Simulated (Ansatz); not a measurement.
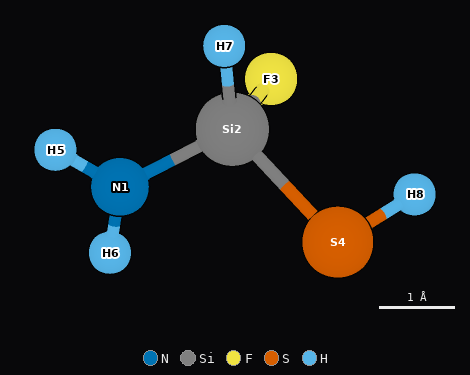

Fig. 1: The structure as given in the input (ball-and-stick view, seen on its broad side; atoms are numbered from 1 in the order of the input). Bond lengths as drawn: F–Si 1.60 Å, H–N 1.01 Å, H–S 1.34 Å, H–Si 1.48 Å, N–Si 1.69 Å and S–Si 2.12 Å.

## Two runs on SiNH4SF

System: SiNH4SF, SMILES N[SiH](F)S.
Method of the first run: RKS PBE-QIDH (frozen core)/def2-TZVPP (Ansatz 0.2.0).

The geometry comes from this level: PBE0-D4/def2-TZVP. Text and figures count atoms from 1; the logs count them from 0 in places.

### Input file, the first run
```yaml
crystal:
  periodic: [false, false, false]
  atoms:
    - {symbol: N, position_ang: [-0.902111, 0.955918, 0.412186]}
    - {symbol: Si, position_ang: [0.375505, -0.130009, 0.216298]}
    - {symbol: F, position_ang: [1.704272, 0.467288, -0.448992]}
    - {symbol: S, position_ang: [-0.326787, -1.638034, -1.101140]}
    - {symbol: H, position_ang: [-0.992831, 1.530770, 1.232746]}
    - {symbol: H, position_ang: [-1.456570, 1.286806, -0.359432]}
    - {symbol: H, position_ang: [0.790455, -0.596246, 1.554503]}
    - {symbol: H, position_ang: [0.900267, -1.933492, -1.561969]}
basis:
  gaussian: {orbitals: def2-TZVPP}
hamiltonian: {xc: {name: PBE-QIDH}}
```

Hardware: 4 CPU threads, shared host.

### Output (the first run)
```
Functional definition: PBE-QIDH
  parameter a = 3^(-1/3)
  parameter c = 1/3
  exchange = (1 - a)*pbe_x + a*exact_x
  correlation = (1 - c)*pbe_c + c*(mp2_os + mp2_ss)
1185 factors; integrals over basis functions are off by at most 1.3e-3 eV
mean field evaluation 1: about -22962.9776 eV, gradient 4.7e1 eV
mean field evaluation 2: about -22963.1344 eV, gradient 4.8e1 eV
mean field evaluation 4: about -22967.0870 eV, gradient 2.4e0 eV
mean field evaluation 8: about -22967.1145 eV, gradient 2.3e-1 eV
mean field evaluation 16: about -22967.1146 eV, gradient 7.1e-5 eV
mean field -22967.11458791 eV, -844.0258934363 hartree, gradient 1.6e-6 eV, S^2 0.000000; 0 other end points of the search recorded, 0 dependent functions left out
12 core orbitals not correlated: weight in the atoms' cores, before any rotation towards them, 1.000 or more for the frozen orbitals, at most 0.000 for the correlated occupied ones
reference -22967.11459884 eV, -844.0258938379 hartree; 13, 13 occupied and 177, 177 virtual orbitals, 1185 factors
second order -23.24339771 eV of doubles, -0.00000000 eV of singles
Total energy: -22974.86239807 eV, -844.3106202082 hartree
```

For the second run the input was changed thus:
```diff
-hamiltonian: {xc: {name: PBE-QIDH}}
+hamiltonian: {xc: {name: B2PLYP}}
```

How does the second run compare with the first run?

The total energies belong to different methods, so their difference says nothing on which is more stable or more accurate. The functional changes from PBE-QIDH to B2PLYP.

### Output (the second run)
```
Functional definition: B2PLYP
  parameter a = 0.53
  parameter c = 0.27
  exchange = (1 - a)*b88_x + a*exact_x
  correlation = (1 - c)*lyp_c + c*(mp2_os + mp2_ss)
1185 factors; integrals over basis functions are off by at most 1.3e-3 eV
mean field evaluation 1: about -22970.0735 eV, gradient 5.5e1 eV
mean field evaluation 2: about -22970.1969 eV, gradient 5.5e1 eV
mean field evaluation 4: about -22975.2997 eV, gradient 3.0e0 eV
mean field evaluation 8: about -22975.3297 eV, gradient 2.0e-1 eV
mean field evaluation 16: about -22975.3298 eV, gradient 8.4e-5 eV
mean field -22975.32976501 eV, -844.3277956261 hartree, gradient 6.1e-6 eV, S^2 0.000000; 0 other end points of the search recorded, 0 dependent functions left out
12 core orbitals not correlated: weight in the atoms' cores, before any rotation towards them, 1.000 or more for the frozen orbitals, at most 0.000 for the correlated occupied ones
reference -22975.32991520 eV, -844.3278011455 hartree; 13, 13 occupied and 177, 177 virtual orbitals, 1185 factors
second order -24.96579466 eV of doubles, -0.00000000 eV of singles
Total energy: -22982.07067975 eV, -844.5755196740 hartree
```

### The two runs side by side

| quantity | the first run | the second run |
| --- | --- | --- |
| outcome | converged | converged |
| total energy (hartree) | −844.310620 | −844.575520 |
| basis functions | 202 | 202 |
| wall time (shared host) | 3.9 s | 3.8 s |
